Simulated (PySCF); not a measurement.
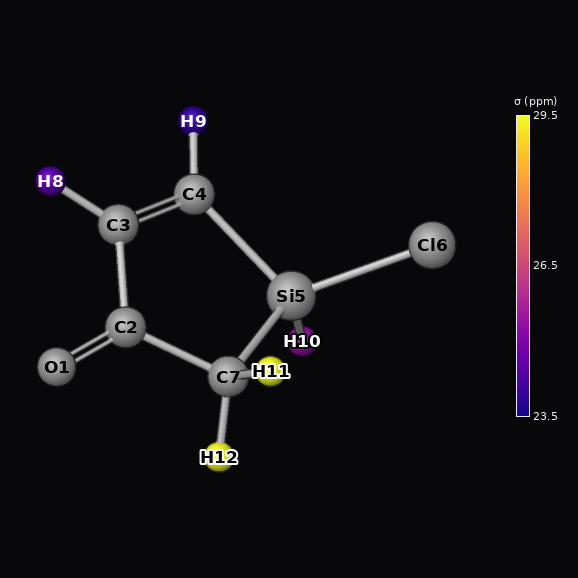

Atoms are coloured by their isotropic NMR shieldings (H only, the others grey). The geometry was computed by an optimisation with PBE0-D3(BJ)/def2-SVP. No frequency run is at hand to confirm it as a minimum. Properties computed with GIAO KT2/pcSseg-1 NMR shielding, non-relativistic, gas phase (PySCF 2.14.0).

List the isotropic NMR shieldings of the H atoms.

| atom | σ (ppm) |
| --- | --- |
| H8 | 24.43 |
| H9 | 23.89 |
| H10 | 25.39 |
| H11 | 29.49 |
| H12 | 29.41 |
